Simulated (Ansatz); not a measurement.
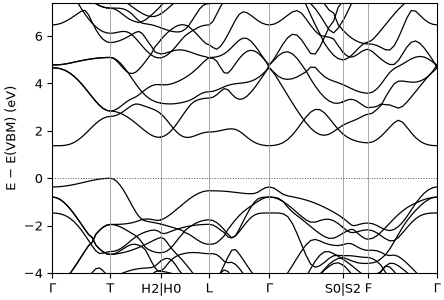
*Band structure from the program Ansatz at the LDA level (PAW)*

Read off the gap and where the band edges lie.

About 1.4 eV (1.37 eV by a search for the band edges); maximum at T, minimum on the Γ–T line, 7 % of the way from Γ.

Pick the material that matches.
A) K2H6PbO6, R-3 (K on 6c, H on 18f, Pb on 3a, O on 18f)
B) ZnPdF6, R-3 (Zn on 3b, Pd on 3a, F on 18f)
C) B, α-B12
D) Li8PbO6, R-3 (Li on 6c, Li on 18f, Pb on 3a, O on 18f)

C, B, α-B12

Space group R-3m (α-B12). The LDA relaxation kept the symmetry of its start.

Potentials: the later of the program's two PAW sets.
